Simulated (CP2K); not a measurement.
Band structure of ScBi (Fm-3m, 2 atoms in the cell).

```
CELL_PARAMETERS angstrom
      4.35261     0.00000     0.00000
      2.17630     3.76947     0.00000
      2.17630     1.25649     3.55389
ATOMIC_POSITIONS crystal
  Sc 0.50000 0.50000 0.50000
  Bi 0.00000 0.00000 0.00000
```

Method: LDA (Pade form), GPW, DZVP-MOLOPT-SR-GTH basis, GTH-PADE potentials (GTH_POTENTIALS) run with CP2K 2026.2.

Settings: CUTOFF = 600 Ry; REL_CUTOFF = 50 Ry; SMEAR/METHOD = GAUSSIAN; SIGMA = 0.2 eV; KPOINTS/SCHEME = MONKHORST-PACK 8 8 8; GAMMA_CENTERED = T; XC_FUNCTIONAL = PADE; Sc/BASIS_SET = DZVP-MOLOPT-SR-GTH; Sc/POTENTIAL = GTH-PADE-q11; Bi/BASIS_SET = DZVP-MOLOPT-SR-GTH; Bi/POTENTIAL = GTH-PADE-q5; METHOD = GPW; EPS_DEFAULT = 1e-10; EXTRAPOLATION = USE_GUESS.

The starting cell comes from a database of computed structures (which also holds hypothetical and non-ambient phases and stackings), without a prior relaxation at this level. Its lattice was rescaled by a random factor within 2.5 % of one. Spin-orbit coupling is off. Values carry the incompleteness of an atom-centred basis.

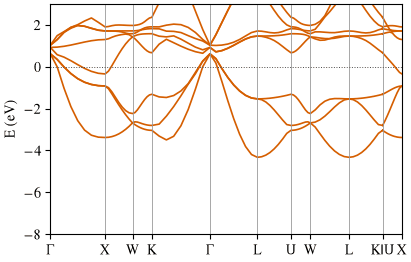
Figure. Bands along the path, energies from the Fermi level.

Levels in eV from the Fermi level, bands 5 to 10:
```csv
point,5,6,7,8,9,10
Γ,-11.37,0.62,0.62,0.62,0.92,0.92
X,-10.25,-3.38,-0.92,-0.92,-0.35,1.30
W,-10.15,-2.68,-2.68,-2.24,1.42,1.42
K,-10.18,-3.04,-2.81,-1.32,0.67,1.57
L,-10.29,-4.33,-1.54,-1.54,1.46,1.46
U,-10.18,-3.04,-2.81,-1.32,0.67,1.57
```

Bands cross the Fermi level along this path, so the cell is metallic at this level.

Higher empty bands are left out: an atom-centred basis made for the valence describes them poorly.
